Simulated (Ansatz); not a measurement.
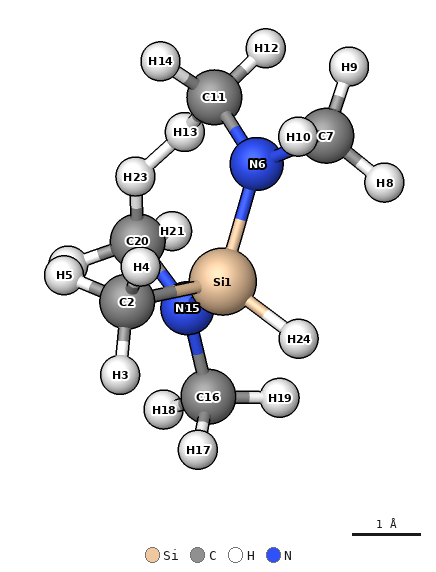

This is the input geometry for a relaxation of C₅H₁₆N₂Si. Style: ball-and-stick. Shown from a free direction.

The run prepares the start of a later molecular dynamics calculation, from a guessed geometry.

These are results of RKS r2SCAN-D4/STO-3G (Ansatz 0.2.0), not measurements.

Input
```yaml
crystal:
  periodic: [false, false, false]
  atoms:
    - { symbol: Si, position_ang: [0.0, 0.0, 0.0] }
    - { symbol: C, position_ang: [0.0, 0.0, 1.87] }
    - { symbol: H, position_ang: [-0.9996, -0.3092, 2.2405] }
    - { symbol: H, position_ang: [0.7676, -0.7111, 2.2405] }
    - { symbol: H, position_ang: [0.232, 1.0203, 2.2405] }
    - { symbol: "N", position_ang: [1.7163, 0.0, -0.6061] }
    - { symbol: C, position_ang: [2.4072, -1.273, -0.8567] }
    - { symbol: H, position_ang: [1.7433, -1.947, -1.4373] }
    - { symbol: H, position_ang: [3.3364, -1.083, -1.4334] }
    - { symbol: H, position_ang: [2.6645, -1.7518, 0.1112] }
    - { symbol: C, position_ang: [2.4114, 1.273, -0.8449] }
    - { symbol: H, position_ang: [3.0382, 1.1875, -1.757] }
    - { symbol: H, position_ang: [1.6647, 2.0824, -0.9844] }
    - { symbol: H, position_ang: [3.0569, 1.5118, 0.0259] }
    - { symbol: "N", position_ang: [-0.8572, 1.4851, -0.6061] }
    - { symbol: C, position_ang: [-2.2719, 1.4087, -0.9981] }
    - { symbol: H, position_ang: [-2.8245, 0.7784, -0.2704] }
    - { symbol: H, position_ang: [-2.7088, 2.429, -1.0098] }
    - { symbol: H, position_ang: [-2.3521, 0.9607, -2.0106] }
    - { symbol: C, position_ang: [-0.1354, 2.762, -0.7039] }
    - { symbol: H, position_ang: [-0.2436, 3.1711, -1.73] }
    - { symbol: H, position_ang: [-0.5567, 3.4827, 0.0276] }
    - { symbol: H, position_ang: [0.9399, 2.5975, -0.4831] }
    - { symbol: H, position_ang: [-0.6877, -1.1914, -0.4862] }
basis:
  gaussian: { orbitals: STO-3G }
hamiltonian:
  xc: r2scan
  dispersion: d4
relax:
  f_tol: 0.02
  max_steps: 40
```

Launched with:
```bash
ansatz run input.yaml --threads 1 --pin off --max-ram 2048MiB --backend cpu --events-out ev --progress --plain --runs-dir out
```

Q: What does the optimiser find from here?

A: Over 17 geometry steps the energy falls by 50.4 kcal/mol. Largest force component: 2.9 eV/Å at the start, 0.013 eV/Å at the end. The atom that moves furthest after the best rigid fit is H23 (1.92 Å). Largest moves by element: H 1.92 Å, C 0.90 Å, N 0.56 Å, Si 0.23 Å. Among the contacts that change: H13–H23 1.021 → 2.967 Å, Si1–N15 1.819 → 1.773 Å, Si1–N6 1.820 → 1.787 Å, N15–C16 1.470 → 1.497 Å. Among the angles between lasting bonds that change: C16–N15–C20 120.0° → 109.1°, Si1–N15–C16 120.0° → 113.2°, Si1–N6–C7 120.0° → 114.5°. Groups turn about Si1–C2 by about 25°.

Final geometry:

```xyz
24

Si   -0.0115    0.1310    0.1941
C     0.5708    0.4683    1.9452
H    -0.2855    0.5980    2.6166
H     1.1694   -0.3683    2.3235
H     1.1870    1.3713    2.0087
N     1.3201    0.0363   -0.9939
C     1.9068   -1.3299   -1.1625
H     1.0984   -2.0571   -1.3456
H     2.5820   -1.3339   -2.0377
H     2.4983   -1.6832   -0.2888
C     2.4307    1.0150   -0.7746
H     3.0990    1.0192   -1.6548
H     2.0134    2.0284   -0.6550
H     3.0590    0.7946    0.1164
N    -1.1990    1.3755   -0.2364
C    -1.7757    1.1924   -1.6060
H    -2.1383    0.1560   -1.7125
H    -2.6326    1.8775   -1.7383
H    -1.0535    1.3914   -2.4267
C    -0.7725    2.7990   -0.0719
H    -0.0415    3.1456   -0.8345
H    -1.6582    3.4562   -0.1480
H    -0.3259    2.9384    0.9262
H    -0.6999   -1.1378    0.0945
```

The end point in the same view:

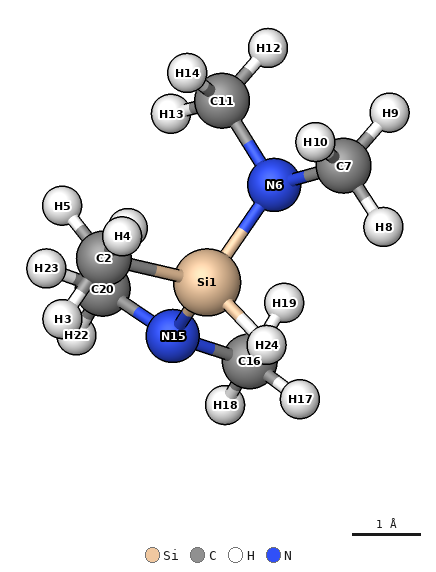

Limits of the set-up: STO-3G is a minimal basis, so the numbers are rough.
